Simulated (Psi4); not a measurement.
**U-r2SCAN-3c/def2-mTZVPP (density fitting) run of [PO3]− (metaphosphate (po31-) (8ci,9ci))**

What is the vertical singlet–triplet gap of [PO3]− (metaphosphate (po31-) (8ci,9ci)) at U-r2SCAN-3c/def2-mTZVPP (density fitting)? 

The results are computed with Psi4 1.11.

3 further runs of the same task are left out: 3 set aside as unsound or not needed.

### 1 Starting point

The species is [PO3]− (4 atoms), meant as a singlet with charge -1. As SMILES, `O=P(=O)[O-]`. The shape is that of a GFN2-xTB optimisation.

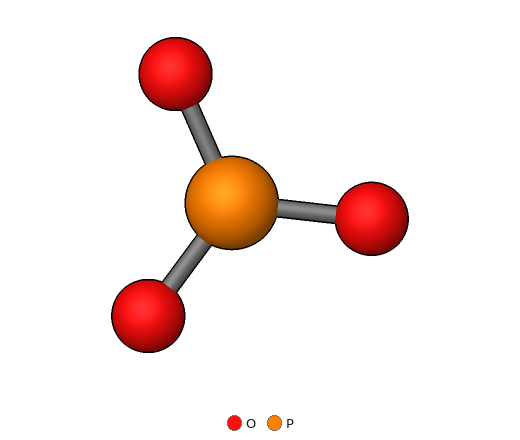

The structure, seen from a chosen angle (oxygen red, phosphorus orange).

### 2 The energy at U-r2SCAN-3c/def2-mTZVPP (density fitting)

The input, input.json:

```json
{
 "schema_name": "qcschema_input",
 "schema_version": 1,
 "molecule": {
  "schema_name": "qcschema_molecule",
  "schema_version": 2,
  "symbols": ["O", "P", "O", "O"],
  "geometry": [1.09596556, -0.79262673, -2.45173067, 0.00062361, 0.00086927, -0.00024566, -1.99747831, 1.96111998, 0.07184739, 0.90090803, -1.16934363, 2.38012895],
  "molecular_charge": -1,
  "molecular_multiplicity": 1
 },
 "driver": "energy",
 "model": {
  "method": "r2scan-3c",
  "basis": "(auto)"
 },
 "keywords": {
  "reference": "uks"
 }
}
```

Launch:

```bash
psi4 --qcschema input.json -n 1 --memory 1600MB
```

stdout:

```text
[...]
  Running in c1 symmetry.
[...]
  Nuclear repulsion =  168.141609835801773
[...]
  Multiplicity = 1
[...]
  Nalpha       = 20
  Nbeta        = 20
[...]
    Number of basis functions: 99
[...]
   @DF-UKS iter   1:  -566.64300566877591    7.56305e-02   1.19330e-02 DIIS/ADIIS
[...]
   @DF-UKS iter   8:  -567.12900666907547   -2.38939e-07   3.28639e-07 DIIS
[...]
   @S^2 Observed:                1.101341240E-13
[...]
    Orbital Energies [Eh]
    ---------------------
    Alpha Occupied:
       1A    -76.657873     2A    -18.724520     3A    -18.724501
       4A    -18.724457     5A     -6.343592     6A     -4.492308
       7A     -4.485665     8A     -4.485658     9A     -0.792496
      10A     -0.715397    11A     -0.715221    12A     -0.260819
      13A     -0.183272    14A     -0.176661    15A     -0.176656
      16A     -0.094994    17A     -0.094934    18A     -0.080276
      19A     -0.080157    20A     -0.028677
    Alpha Virtual:
      21A      0.164251    22A      0.193177    23A      0.345385
      24A      0.345393    25A      0.383185    26A      0.407262
[...]
  @DF-UKS Final Energy:  -567.12900666907547
   => Energetics <=
    Nuclear Repulsion Energy =            168.1416098358017734
    One-Electron Energy =               -1126.8585017780542330
    Two-Electron Energy =                 440.8850838512919381
    DFT Exchange-Correlation Energy =     -49.3055903292380719
    Empirical Dispersion Energy =           0.0083917511230833
    VV10 Nonlocal Energy =                  0.0000000000000000
    Total Energy =                       -567.1290066690754657
[...]
 Multipole Moments:
 ------------------------------------------------------------------------------------
     Multipole            Electronic (a.u.)      Nuclear  (a.u.)        Total (a.u.)
 ------------------------------------------------------------------------------------
 L = 1.  Multiply by 2.5417464519 to convert [e a0] to [Debye]
 Dipole X            :          0.0007655           -0.0002466            0.0005189
 Dipole Y            :          0.0017065           -0.0003445            0.0013620
 Dipole Z            :         -0.0012511            0.0000979           -0.0011532
 Magnitude           :                                                    0.0018585
[...]
```

The result, in JSON:

```text
{
 "driver": "energy",
 "model": {
  "method": "r2scan-3c",
  "basis": "(auto)"
 },
 "success": true,
 "return_result": -567.1290066690755,
 "properties": {
  "calcinfo_nbasis": 99,
  "calcinfo_nmo": 99,
  "calcinfo_nalpha": 20,
  "calcinfo_nbeta": 20,
  "calcinfo_natom": 4,
  "nuclear_repulsion_energy": 168.14160983580177,
  "return_energy": -567.1290066690755,
  "scf_one_electron_energy": -1126.8585017780542,
  "scf_two_electron_energy": 440.88508385129194,
  "scf_xc_energy": -49.30559032923807,
  "scf_dispersion_correction_energy": 0.008391751123083265,
  "scf_dipole_moment": [0.0005188898992401839, 0.0013619553507594195, -0.0011531851364482565],
  "scf_total_energy": -567.1290066690755,
  "scf_iterations": 8
 }
}
```

It took 12 s on 1 thread of Intel Xeon Platinum 8488C (Sapphire Rapids), shared host; peak memory 0.77 GiB.

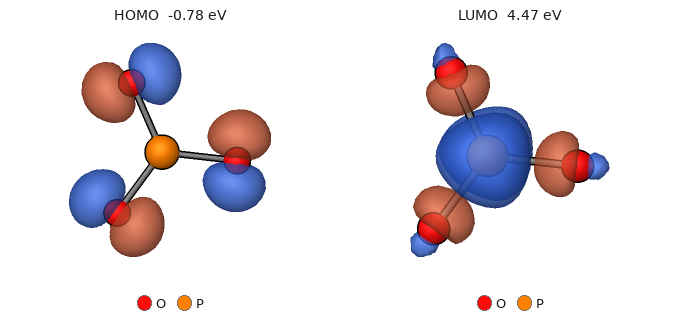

Frontier orbitals of this run (spin up), surfaces at ±0.2 Å^-3/2.

### 3 The triplet at the same level

The input, calc.dat:

```
memory 1600 mb

molecule geom {
  -1 3
  O      0.579960    -0.419440    -1.297400
  P      0.000330     0.000460    -0.000130
  O     -1.057020     1.037780     0.038020
  O      0.476740    -0.618790     1.259510
  units angstrom
}

set reference uks

energy("r2scan-3c")
```

Launch:

```bash
psi4 -n 1 calc.dat calc.out
```

calc.out:

```text
[...]
  Running in c1 symmetry.
[...]
  Nuclear repulsion =  168.141609722148331
[...]
  Multiplicity = 3
[...]
  Nalpha       = 21
  Nbeta        = 19
[...]
    Number of basis functions: 99
[...]
   @DF-UKS iter   1:  -566.60482892786251    1.13807e-01   9.85394e-03 DIIS/ADIIS
[...]
   @DF-UKS iter  11:  -566.95719903764268   -2.58624e-08   4.82272e-07 DIIS
[...]
   @S^2 Observed:                2.016002122E+00
[...]
    Orbital Energies [Eh]
    ---------------------
    Alpha Occupied:
       1A    -76.658469     2A    -18.770415     3A    -18.770282
       4A    -18.770262     5A     -6.339173     6A     -4.484428
       7A     -4.483702     8A     -4.483700     9A     -0.827838
      10A     -0.758931    11A     -0.758899    12A     -0.296344
      13A     -0.217471    14A     -0.217437    15A     -0.206701
      16A     -0.150412    17A     -0.150386    18A     -0.108832
      19A     -0.108817    20A     -0.099456    21A      0.123524
    Alpha Virtual:
      22A      0.157453    23A      0.317724    24A      0.317765
      25A      0.366973    26A      0.380032    27A      0.481510
[...]
  @DF-UKS Final Energy:  -566.95719903764268
   => Energetics <=
    Nuclear Repulsion Energy =            168.1416097221483312
    One-Electron Energy =               -1125.8858112416905897
    Two-Electron Energy =                 440.0057176316988716
    DFT Exchange-Correlation Energy =     -49.2271069009225215
    Empirical Dispersion Energy =           0.0083917511231721
    VV10 Nonlocal Energy =                  0.0000000000000000
    Total Energy =                       -566.9571990376426811
[...]
 Multipole Moments:
 ------------------------------------------------------------------------------------
     Multipole            Electronic (a.u.)      Nuclear  (a.u.)        Total (a.u.)
 ------------------------------------------------------------------------------------
 L = 1.  Multiply by 2.5417464519 to convert [e a0] to [Debye]
 Dipole X            :         -0.0040958           -0.0002466           -0.0043424
 Dipole Y            :         -0.0041527           -0.0003445           -0.0044972
 Dipole Z            :         -0.0005201            0.0000979           -0.0004222
 Magnitude           :                                                    0.0062658
[...]
```

Run time: 12 s. Hardware: 1 thread of Intel Xeon Platinum 8488C (Sapphire Rapids), shared host; peak memory 0.77 GiB.

### 4 Outcome

Level: U-r2SCAN-3c/def2-mTZVPP (density fitting).

| quantity | value |
| --- | --- |
| singlet: total energy | -567.12901 Eh |
| singlet: HOMO energy | -0.78 eV |
| singlet: LUMO energy | 4.47 eV |
| singlet: HOMO–LUMO gap (to an unbound level, set by the basis) | 5.25 eV |
| triplet: total energy | -566.95720 Eh |
| triplet: HOMO energy (highest over α and β) | 3.36 eV |
| triplet: ⟨S²⟩ | 2.016 |
| vertical energy of the triplet above the singlet | 4.675 eV |

What this shows: At this shape the triplet lies 4.68 eV (451 kJ/mol) above the singlet. For an anion a state so high probably lies above electron detachment. The HOMO (triplet) lies at positive energy, 3.36 eV; only total energies tell whether the electron is bound.
